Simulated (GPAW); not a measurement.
# Y L₃ ELNES/XANES of YCu (Pm-3m) from DFT, part 2 of 3

Aim: the dependence of the Y L₃ near-edge features of YCu (Pm-3m) on volume.

GPAW 26.7.0; X-ray absorption from dipole matrix elements to empty bands, plane-wave PAW LDA.

So far. Step 2 (Ground state of the crystal): The mesh shows no gap, so the system is treated as a metal and the core electron is put at the Fermi level (neutral cell).

## 4. Spectrum with XCH, Y atom 1

The holes are 6.0 Å apart. In GPAW the data set carries the hole's charge, so charge=0 means a charged cell and charge=-1 a neutral one. The excited electron is kept in the cell, where it fills the lowest empty states and screens the hole. After the field has converged, empty bands are computed with the density fixed and the dipole matrix elements are summed.

The absorber has 8 Cu at 2.99 Å and 6 Y at 3.46 Å (cube and octahedron, as in bcc, site symmetry m-3m).

xas.py reads:

```python
import numpy as np
from ase import Atoms
from ase.parallel import parprint, paropen
from gpaw import GPAW, PW, FermiDirac, Mixer, MixerDif, setup_paths
from gpaw.test import gen
setup_paths.insert(0, '.')
gen('Y', name='fch2p', xcname='LDA', corehole=(2, 1, 1), write_xml=True)
from gpaw.mpi import world
world.barrier()

atoms = Atoms('Y4Cu4',
    cell=[[3.45811539, 3.45811539, 3.45811539],
     [-3.45811539, 3.45811539, -3.45811539],
     [-3.45811539, -3.45811539, 3.45811539]],
    scaled_positions=[[0, 0, 0],
     [0, 0.5, 0.5],
     [0.5, 0, 0.5],
     [0.5, 0.5, 0],
     [0.5, 0, 0],
     [0.5, 0.5, 0.5],
     [0, 0, 0.5],
     [0, 0.5, 0]],
    pbc=True)
atoms.calc = calc = GPAW(legacy_gpaw=True, mode=PW(430), xc='LDA', setups={0: 'fch2p'},
    kpts={'size': (5, 5, 5), 'gamma': True}, occupations=FermiDirac(0.1),
    charge=-1, mixer=Mixer(0.1, 5, 50), maxiter=150,
    convergence={'density': 0.0001}, txt='scf.txt')
energy = atoms.get_potential_energy() + calc.get_reference_energy()
ef = calc.get_fermi_level()
out = dict(energy=energy, fermi=ef, forces=atoms.get_forces().tolist())
parprint(f'all-electron energy {energy:.4f} eV, Fermi level {ef:.4f} eV')
ev = np.array([[calc.get_eigenvalues(k, s) for k in range(len(calc.get_ibz_k_points()))] for s in range(calc.get_number_of_spins())])
out['homo'], out['lumo'], out['counts'] = ev[ev < ef].max(), ev[ev > ef].min(), sorted(set((ev < ef).sum((0, 2)).tolist()))
out['filled'] = (ev[:, 0] < ef).sum(1).tolist()

from ase.units import Ha
from gpaw.xas import dipole_matrix_elements
nb = int(calc.get_number_of_electrons() / 2) + 121
top, nb = nb, nb + 8 + nb // 12
nscf = calc.fixed_density(kpts={'size': (5, 5, 5), 'gamma': True}, nbands=nb,
    convergence={'bands': top, 'eigenstates': 1e-5}, maxiter=60, txt='nscf.txt')
cell = atoms.cell.array
ops = [cell.T @ U.T @ np.linalg.inv(cell.T) for U in nscf.wfs.kd.symmetry.op_scc]
E = np.arange(-6, 34, 0.1)
fwhm = np.interp(E, [4, 25], [1.5, 3.5])
Y, X, zero, highest = 0, 0, 1e9, 1e9
for spin in range(nscf.get_number_of_spins()):
    wfs = nscf.wfs
    A = dipole_matrix_elements(wfs.setups[0])
    eps = np.zeros((wfs.kd.nibzkpts, nb))
    d = np.zeros((3, A.shape[1], wfs.kd.nibzkpts, nb), complex)
    for kpt in wfs.kpt_u:
        if kpt.s == spin and 0 in kpt.P_ani:
            eps[kpt.k] = kpt.eps_n * Ha
            d[:, :, kpt.k] = (kpt.weight * wfs.nspins / 2) ** 0.5 * np.inner(A, kpt.P_ani[0])
    world.sum(eps)
    world.sum(d)
    T = np.einsum('amkn,bmkn->abkn', d, d.conj()).real
    T = sum(np.einsum('ai,ijkn,bj->abkn', R, T, R) for R in ops) / len(ops)
    empty = eps > ef
    zero, highest = min(zero, eps[empty].min()), min(highest, eps[:, top - 1].min())
    lines = [(eps, T, empty)] if spin == 0 else lines + [(eps, T, empty)]
for eps, T, empty in lines:
    f = np.einsum('aakn->akn', T).reshape(3, -1)
    x = eps.ravel() - zero
    w = np.interp(x, E, fwhm) / 2.35482
    g = np.exp(-0.5 * ((E[:, None] - x) / w) ** 2) / (w * (2 * np.pi) ** 0.5)
    Y = Y + (f * empty.ravel()) @ g.T
    X = X + (f * ~empty.ravel()) @ g.T
out.update(E=E.round(2).tolist(), xas=Y.tolist(), xes=X.tolist(), zero=zero, valid=highest - zero, nk=len(eps), nb=nb)
for i in range(0, len(E), 10):
    parprint(f'{E[i]:7.2f}', *(f'{v:10.3e}' for v in Y[:, i]))
import json
with paropen('out.json', 'w') as f:
    json.dump(out, f)
```

On the command line:

```sh
$ OMP_NUM_THREADS=1 mpirun -n 2 gpaw python xas.py
```

Numbers of over 12 decimals in the logs are rounded to 6 here.

The log of the run:

```text
Input parameters:
  charge: -1
  convergence: {density: 0.0001}
  kpts: {gamma: True,
         size: (5, 5, 5)}
  maxiter: 150
  mixer: {backend: pulay,
          beta: 0.1,
          method: separate,
          nmaxold: 5,
          weight: 50}
  mode: {ecut: 430.0,
         name: pw}
  occupations: {fixmagmom: False,
                name: fermi-dirac,
                width: 0.1}
  setups: {0: fch2p}

Initialize ...

[... PAW data sets ...]

Reference energy: -545650.645716  # eV

Spin-paired calculation

[... convergence settings ...]
Symmetries present (total): 48
  [... symmetry matrices ...]

125 k-points: 5 x 5 x 5 Monkhorst-Pack grid
10 k-points in the irreducible part of the Brillouin zone
       k-points in crystal coordinates                weights
   0:     0.00000000    0.00000000    0.00000000          1/125
   1:     0.20000000    0.00000000    0.00000000         12/125
   2:     0.20000000    0.20000000   -0.20000000          6/125
   3:     0.40000000    0.00000000   -0.20000000         24/125
   4:     0.40000000    0.00000000    0.00000000         12/125
   5:     0.40000000    0.20000000   -0.20000000         24/125
   6:     0.40000000    0.20000000    0.20000000          8/125
   7:     0.40000000    0.40000000   -0.40000000          6/125
   8:     0.40000000    0.40000000    0.20000000         24/125
   9:     0.40000000    0.40000000    0.40000000          8/125

Wave functions: Plane wave expansion
  Cutoff energy: 430.000 eV
  Number of coefficients (min, max): 3333, 3372
  Pulay-stress correction: 0.000000 eV/Ang^3 (de/decut=0.000000)
  Using FFTW library
  Wavefunction extrapolation:
    Improved wavefunction reuse through dual PAW basis

Occupation numbers: Fermi-Dirac:
  width: 0.1000  # eV

Eigensolver
   Davidson(niter=2)

Densities:
  Coarse grid: 30*30*30 grid
  Fine grid: 60*60*60 grid
  Total Charge: 0.000000

Density mixing:
  Method: separate
  Backend: pulay
  Linear mixing parameter: 0.1
  old densities: 5
  Width of damping distribution: 1.1
  Damping of long wavelength oscillations: 50

[... Hamiltonian set-up ...]
Number of atoms: 8
Number of atomic orbitals: 88
Number of bands in calculation: 58
Number of valence electrons: 89
Bands to converge: occupied

... initialized

Initializing position-dependent things.

Density initialized from atomic densities
Creating initial wave functions:
  58 bands from LCAO basis set

                 Y
              Cu       Cu
                   Y
            Cu
        Y        Y
              Cu

Atomic positions and initial magnetic moments

Positions:
   0 Y      0.000000    0.000000    0.000000    ( 0.0000,  0.0000,  0.0000)
   1 Y     -3.458115    0.000000    0.000000    ( 0.0000,  0.0000,  0.0000)
   2 Y      0.000000    0.000000    3.458115    ( 0.0000,  0.0000,  0.0000)
   3 Y      0.000000    3.458115    0.000000    ( 0.0000,  0.0000,  0.0000)
   4 Cu     1.729058    1.729058    1.729058    ( 0.0000,  0.0000,  0.0000)
   5 Cu    -1.729058    1.729058    1.729058    ( 0.0000,  0.0000,  0.0000)
   6 Cu    -1.729058   -1.729058    1.729058    ( 0.0000,  0.0000,  0.0000)
   7 Cu    -1.729058    1.729058   -1.729058    ( 0.0000,  0.0000,  0.0000)

Unit cell:
           periodic     x           y           z      points  spacing
  1. axis:    yes    3.458115    3.458115    3.458115    30     0.1630
  2. axis:    yes   -3.458115    3.458115   -3.458115    30     0.1630
  3. axis:    yes   -3.458115   -3.458115    3.458115    30     0.1630

  Lengths:   5.989632   5.989632   5.989632
  Angles:  109.471221 109.471221 109.471221

Effective grid spacing dv^(1/3) = 0.1830

iter:   1   -70.139494
iter:   2   -53.182391   +0.00  -1.00
iter:   3   -52.498445   -1.14  -1.39
iter:   4   -51.661562   -1.30  -1.47
iter:   5   -51.733780   -0.89  -1.62
iter:   6   -51.653120   -2.16  -2.00
iter:   7   -51.380915   -1.89  -2.03
iter:   8   -51.490297   -2.40  -2.18
iter:   9   -51.674967   -2.14  -2.09
iter:  10   -51.570322   -2.55  -1.94
iter:  11   -51.353761   -1.67  -1.90
iter:  12   -51.388351   -2.27  -2.26
iter:  13   -51.358419c  -2.79  -2.27
iter:  14   -51.360618c  -3.26  -2.52
iter:  15   -51.361846c  -3.42  -3.01
iter:  16   -51.360652c  -4.77  -3.08
iter:  17   -51.360263c  -4.87  -3.30
iter:  18   -51.360326c  -5.91  -3.51
iter:  19   -51.360846c  -4.76  -3.61
iter:  20   -51.360346c  -5.32  -3.70
iter:  21   -51.360316c  -6.40  -4.21c
iter:  22   -51.360339c  -7.65c -4.60c

Converged after 22 iterations.

Dipole moment: (0.000000, 0.000000, 0.000000) |e|*Ang

Energy contributions relative to reference atoms: (reference = -545650.645716)

Kinetic:        -61.562582
Potential:      +47.296346
External:        +0.000000
XC:             -36.640895
Entropy (-ST):   -0.228814
Local:           -0.338801
SIC:             +0.000000
--------------------------
Free energy:    -51.474746
Extrapolated:   -51.360339

Showing only first 2 kpts
 Kpt  Band  Eigenvalues  Occupancy
  0    42      7.76479    0.00680
  0    43      7.76479    0.00680
  0    44      7.76479    0.00680
  0    45      7.89238    0.00190

  1    42      6.93037    1.86971
  1    43      7.40455    0.22250
  1    44      7.42132    0.19144
[...]
Fermi level: 7.19674

No gap
No difference between direct/indirect transitions

Forces in eV/Ang:
  0 Y     0.00000    0.00000   -0.00000
  1 Y     0.00000   -0.00000    0.00000
  2 Y     0.00000   -0.00000   -0.00000
  3 Y    -0.00000   -0.00000   -0.00000
  4 Cu   -0.00000   -0.00000    0.00000
  5 Cu   -0.00000   -0.00000    0.00000
  6 Cu   -0.00000    0.00000    0.00000
  7 Cu    0.00000   -0.00000    0.00000
Scalar-relativistic atomic LDA calculation for Y (Yttrium, Z=39)
Core hole in 2p state (2p occupation: 5.0)
750 radial gridpoints.
|------------------------------------------------|
|------------------------------------------------|
[... the atom generator's iteration count ...]

Energy contributions:
-------------------------
Kinetic:    +3390.169410
XC:          -101.586326
Potential:  -6591.707672
-------------------------
Total:      -3303.124588

state      eigenvalue         ekin         rmax
-----------------------------------------------
1s^2.0 :  -624.020649   785.933785        0.025
2s^2.0 :   -88.104979   159.718374        0.140
2p^5.0 :   -79.278025   154.656858        0.112
3s^2.0 :   -14.821145    41.563665        0.416
3p^6.0 :   -11.851076    38.628153        0.408
3d^10.0:    -6.902769    34.281661        0.347
4s^2.0 :    -2.317952     8.978980        1.088
4p^6.0 :    -1.537864     7.230238        1.182
4d^1.0 :    -0.465087     3.600285        1.531
5s^2.0 :    -0.408502     1.464135        2.930
5p^0.0 :    -0.262947     1.007025        3.543
-----------------------------------------------
(units: Bohr and Hartree)

Generating PAW setup
Kinetic energy of the core from tauc = 3378.447297
Cutoffs:
rc(s)=2.510
rc(p)=2.490
rc(d)=2.430
rc(vbar)=2.450
rc(comp)=2.410
rc(nct)=2.510

Kinetic energy of the core states: 3322.301470
Charge: 1.0
Core electrons: 27.0
Valence electrons: 11.0
Pseudo-core charge: 0.001449
Shape function alpha=1.722
Pseudo-electron charge 6.524097
state    eigenvalue         norm
--------------------------------
4s(2) :    -2.317952     0.579399
5s(2) :    -0.408502     0.963008
4p(6) :    -1.537864     0.451215
5p(0) :    -0.262947     0.957472
4d(1) :    -0.465087     0.730544
*d    :     0.534913
--------------------------------

Diagonalizing with gridspacing h=0.050

state   all-electron     PAW
-------------------------------
4s:      -2.317952    -2.318410
4p:      -1.537864    -1.538528
4d:      -0.465087    -0.465594
*f:                   -0.036509
-------------------------------
all-electron energy -545702.0061 eV, Fermi level 7.1967 eV
[...]
31.00  1.085e-05  1.085e-05  1.085e-05
  32.00  1.087e-05  1.087e-05  1.087e-05
  33.00  1.163e-05  1.163e-05  1.163e-05
```

Run time: 98 s. Hardware: 2 MPI ranks of Arm Neoverse V2, shared host; peak memory 0.37 GiB.

The Y L₃ spectrum, Y atom 1, excited-electron core hole (neutral cell) (energy from the lowest empty level; intensity scaled to a mean of 1 over the first 20 eV):

```
E (eV)  intensity
  -2.0       0.00
  -0.5       0.79
   1.0       2.32
   2.5       2.60
   4.0       1.14
   5.5       1.37
   7.0       0.83
   8.5       0.88
  10.0       0.83
  11.5       0.56
  13.0       0.42
  14.5       0.38
  16.0       0.49
  17.5       0.59
  19.0       0.67
  20.5       0.57
  22.0       0.52
  23.5       0.52
  25.0       0.54
  26.5       0.54
  28.0       0.56
  29.5       0.56
  31.0       0.52
```

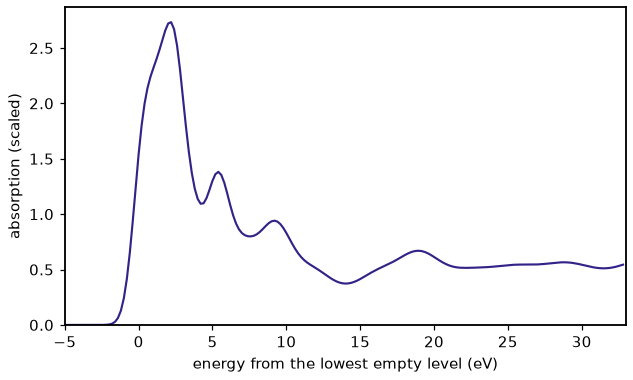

The Y L₃ edge, Y atom 1, excited-electron core hole (neutral cell): main maxima at 2.2, 5.4 and 9.2 eV.

Main maxima below 30 eV (height): 2.2 eV (2.73), 5.4 eV (1.38), 9.2 eV (0.94) and 19.0 eV (0.67). At an L edge the dipole rule selects empty d (and weakly s) states on the absorber, and the strong line at the onset measures the empty part of its d band.

The energy difference (zero at 2095 eV) isn't read as a photon energy: for so heavy an absorber the terms left out (core spin–orbit splitting, the hole's spin, the functional's error) amount to tens of eV or more.

## 5. Supercell without a hole, the energy reference

The cell changes for the next run, so it gets a reference energy of its own.

The cell differs from the one that the last finished run ended in (a 5.990 → 5.804 Å, b 5.990 → 5.804 Å, c 5.990 → 5.804 Å).

scf.py reads:

```python
import numpy as np
from ase import Atoms
from ase.parallel import parprint, paropen
from gpaw import GPAW, PW, FermiDirac, Mixer, MixerDif, setup_paths
from gpaw.test import gen
setup_paths.insert(0, '.')
gen('Y', name='nch2p', xcname='LDA', corehole=(2, 1, 0), write_xml=True)
from gpaw.mpi import world
world.barrier()

atoms = Atoms('Y4Cu4',
    cell=[[3.35109401, 3.35109401, 3.35109401],
     [-3.35109401, 3.35109401, -3.35109401],
     [-3.35109401, -3.35109401, 3.35109401]],
    scaled_positions=[[0, 0, 0],
     [0, 0.5, 0.5],
     [0.5, 0, 0.5],
     [0.5, 0.5, 0],
     [0.5, 0, 0],
     [0.5, 0.5, 0.5],
     [0, 0, 0.5],
     [0, 0.5, 0]],
    pbc=True)
atoms.calc = calc = GPAW(legacy_gpaw=True, mode=PW(430), xc='LDA', setups={0: 'nch2p'},
    kpts={'size': (5, 5, 5), 'gamma': True}, occupations=FermiDirac(0.1),
    charge=0, mixer=Mixer(0.1, 5, 50), maxiter=150,
    convergence={'density': 0.0001}, txt='scf.txt')
energy = atoms.get_potential_energy() + calc.get_reference_energy()
ef = calc.get_fermi_level()
out = dict(energy=energy, fermi=ef, forces=atoms.get_forces().tolist())
parprint(f'all-electron energy {energy:.4f} eV, Fermi level {ef:.4f} eV')
ev = np.array([[calc.get_eigenvalues(k, s) for k in range(len(calc.get_ibz_k_points()))] for s in range(calc.get_number_of_spins())])
out['homo'], out['lumo'], out['counts'] = ev[ev < ef].max(), ev[ev > ef].min(), sorted(set((ev < ef).sum((0, 2)).tolist()))
out['filled'] = (ev[:, 0] < ef).sum(1).tolist()
import json
with paropen('out.json', 'w') as f:
    json.dump(out, f)
```

On the command line:

```sh
$ OMP_NUM_THREADS=1 mpirun -n 2 gpaw python scf.py
```

The log of the run:

```text
Input parameters:
  convergence: {density: 0.0001}
  kpts: {gamma: True,
         size: (5, 5, 5)}
  maxiter: 150
  mixer: {backend: pulay,
          beta: 0.1,
          method: separate,
          nmaxold: 5,
          weight: 50}
  mode: {ecut: 430.0,
         name: pw}
  occupations: {fixmagmom: False,
                name: fermi-dirac,
                width: 0.1}
  setups: {0: nch2p}

Initialize ...

[...]
5s(2) :    -0.155371     0.971849
4p(6) :    -1.027192     0.548140
5p(0) :    -0.054980     0.976393
4d(1) :    -0.097195     0.865310
*d    :     0.902805
--------------------------------

Diagonalizing with gridspacing h=0.050

state   all-electron     PAW
-------------------------------
4s:      -1.763072    -1.763529
4p:      -1.027192    -1.027856
4d:      -0.097195    -0.097523
*f:                    0.059866
-------------------------------
all-electron energy -547797.0927 eV, Fermi level 8.2772 eV
[key lines of the parts left out:]
Converged after 14 iterations.
Dipole moment: (0.000000, -0.000000, -0.000000) |e|*Ang
Free energy:    -41.250491
Fermi level: 8.27718
```

Elapsed: 22 s, on 2 MPI ranks; peak memory 0.25 GiB.

Reference energy: -547797.093 eV with the cores included.

## 6. Spectrum with XCH, Y atom 1

Shorter bonds are expected to push antibonding states and scattering resonances up, and longer ones down; the cell is scaled to test that.

Changed against the first core-hole run: volume scale from 1 to 0.91.

Edit xas.py of step 4 so:

```diff
@@ -11,5 +11,5 @@
 atoms = Atoms('Y4Cu4',
-    cell=[[3.45811539, 3.45811539, 3.45811539],
-     [-3.45811539, 3.45811539, -3.45811539],
-     [-3.45811539, -3.45811539, 3.45811539]],
+    cell=[[3.35109401, 3.35109401, 3.35109401],
+     [-3.35109401, 3.35109401, -3.35109401],
+     [-3.35109401, -3.35109401, 3.35109401]],
     scaled_positions=[[0, 0, 0],
@@ -37,5 +37,5 @@
 from gpaw.xas import dipole_matrix_elements
-nb = int(calc.get_number_of_electrons() / 2) + 121
+nb = int(calc.get_number_of_electrons() / 2) + 112
 top, nb = nb, nb + 8 + nb // 12
-nscf = calc.fixed_density(kpts={'size': (5, 5, 5), 'gamma': True}, nbands=nb,
+nscf = calc.fixed_density(kpts={'size': (6, 6, 6), 'gamma': True}, nbands=nb,
     convergence={'bands': top, 'eigenstates': 1e-5}, maxiter=60, txt='nscf.txt')
```

On the command line:

```sh
$ OMP_NUM_THREADS=1 mpirun -n 2 gpaw python xas.py
```

The log of the run:

```text
Input parameters:
  charge: -1
  convergence: {density: 0.0001}
  kpts: {gamma: True,
         size: (5, 5, 5)}
  maxiter: 150
  mixer: {backend: pulay,
          beta: 0.1,
          method: separate,
          nmaxold: 5,
          weight: 50}
  mode: {ecut: 430.0,
         name: pw}
  occupations: {fixmagmom: False,
                name: fermi-dirac,
                width: 0.1}
  setups: {0: fch2p}

Initialize ...

[...]
*d    :     0.534913
--------------------------------

Diagonalizing with gridspacing h=0.050

state   all-electron     PAW
-------------------------------
4s:      -2.317952    -2.318410
4p:      -1.537864    -1.538528
4d:      -0.465087    -0.465594
*f:                   -0.036509
-------------------------------
all-electron energy -545702.5065 eV, Fermi level 8.1836 eV
[...]
32.00  1.119e-05  1.119e-05  1.119e-05
  33.00  1.050e-05  1.050e-05  1.050e-05
[key lines of the parts left out:]
Converged after 16 iterations.
Dipole moment: (0.000000, -0.000000, -0.000000) |e|*Ang
Free energy:    -51.971227
Fermi level: 8.18358
```

Elapsed: 1.7 min, on 2 MPI ranks; peak memory 0.39 GiB.

```
E (eV)  first run  this run
  -2.0       0.00      0.00
  -1.0       0.24      0.19
   0.0       1.54      1.34
   1.0       2.32      2.02
   2.0       2.72      2.32
   3.0       2.05      2.32
   4.0       1.14      1.30
   5.0       1.30      1.01
   6.0       1.19      1.33
   7.0       0.83      1.01
   8.0       0.82      0.80
   9.0       0.94      0.88
  10.0       0.83      0.98
  11.0       0.61      0.82
  12.0       0.51      0.63
  13.0       0.42      0.54
  14.0       0.37      0.44
  15.0       0.41      0.39
  16.0       0.49      0.43
  17.0       0.55      0.51
  18.0       0.63      0.56
  19.0       0.67      0.62
  20.0       0.61      0.66
  21.0       0.54      0.63
  22.0       0.52      0.55
  23.0       0.52      0.51
  24.0       0.53      0.50
  25.0       0.54      0.51
  26.0       0.55      0.52
  27.0       0.55      0.54
  28.0       0.56      0.55
  29.0       0.56      0.55
  30.0       0.54      0.56
  31.0       0.52      0.56
  32.0       0.52      0.53
```

This run also has another mesh (6×6×6 against 5×5×5), so the 14 % r.m.s. difference can't be laid on the changed setting alone. The highest intensity below 24 eV goes from 2.2 eV (2.73) to 2.6 eV (2.49).

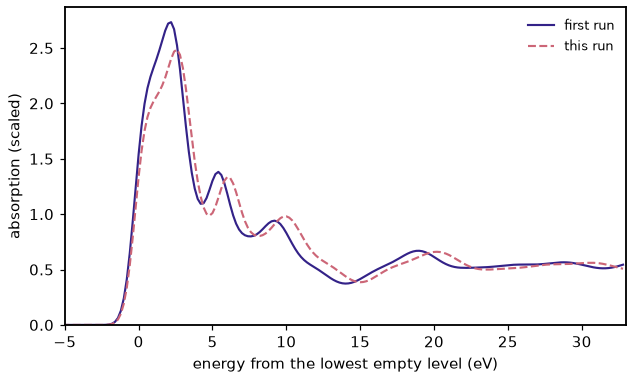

The effect of the change (volume scale from 1 to 0.91).

The photon energy of the zero moves by -0.38 eV.

## 7. Supercell without a hole, the energy reference

The cell changes for the next run, so it gets a reference energy of its own.

The cell differs from the one that the last finished run ended in (a 5.804 → 5.867 Å, b 5.804 → 5.867 Å, c 5.804 → 5.867 Å).

Edit scf.py of step 5 so:

```diff
@@ -11,5 +11,5 @@
 atoms = Atoms('Y4Cu4',
-    cell=[[3.35109401, 3.35109401, 3.35109401],
-     [-3.35109401, 3.35109401, -3.35109401],
-     [-3.35109401, -3.35109401, 3.35109401]],
+    cell=[[3.3875218, 3.3875218, 3.3875218],
+     [-3.3875218, 3.3875218, -3.3875218],
+     [-3.3875218, -3.3875218, 3.3875218]],
     scaled_positions=[[0, 0, 0],
```

On the command line:

```sh
$ OMP_NUM_THREADS=1 mpirun -n 2 gpaw python scf.py
```

The log of the run:

```text
Input parameters:
  convergence: {density: 0.0001}
  kpts: {gamma: True,
         size: (5, 5, 5)}
  maxiter: 150
  mixer: {backend: pulay,
          beta: 0.1,
          method: separate,
          nmaxold: 5,
          weight: 50}
  mode: {ecut: 430.0,
         name: pw}
  occupations: {fixmagmom: False,
                name: fermi-dirac,
                width: 0.1}
  setups: {0: nch2p}

Initialize ...

[...]
5s(2) :    -0.155371     0.971849
4p(6) :    -1.027192     0.548140
5p(0) :    -0.054980     0.976393
4d(1) :    -0.097195     0.865310
*d    :     0.902805
--------------------------------

Diagonalizing with gridspacing h=0.050

state   all-electron     PAW
-------------------------------
4s:      -1.763072    -1.763529
4p:      -1.027192    -1.027856
4d:      -0.097195    -0.097523
*f:                    0.059866
-------------------------------
all-electron energy -547797.1283 eV, Fermi level 7.9270 eV
[key lines of the parts left out:]
Converged after 15 iterations.
Dipole moment: (0.000000, 0.000000, 0.000000) |e|*Ang
Free energy:    -41.283912
Fermi level: 7.92703
```

It took 25 s on 2 MPI ranks; peak memory 0.26 GiB.

Reference energy: -547797.128 eV with the cores included.

(Part 2 of 3 ends here.)

[Banner, clock and machine lines of the logs are left out without a mark of their own.]

[Logs are printed without paths, hosts, clocks, repeated set-up lines and the standing remarks that a program may print on its own settings, such as how far it seeks lower states.]

[Hosts, paths, dates, database ids (printed as entryN), source tags and the programs' standing remarks are cut or masked in the printed files.]

[Lists of maxima count a maximum above −3 eV only where it reaches 4 % of the highest in the window and stands out from its surroundings by 2 % of it (1.5 % where it reaches 55 %); shoulders and weaker maxima are passed over, and of the rest the first, up to two pre-edge ones and the few strongest are named.]
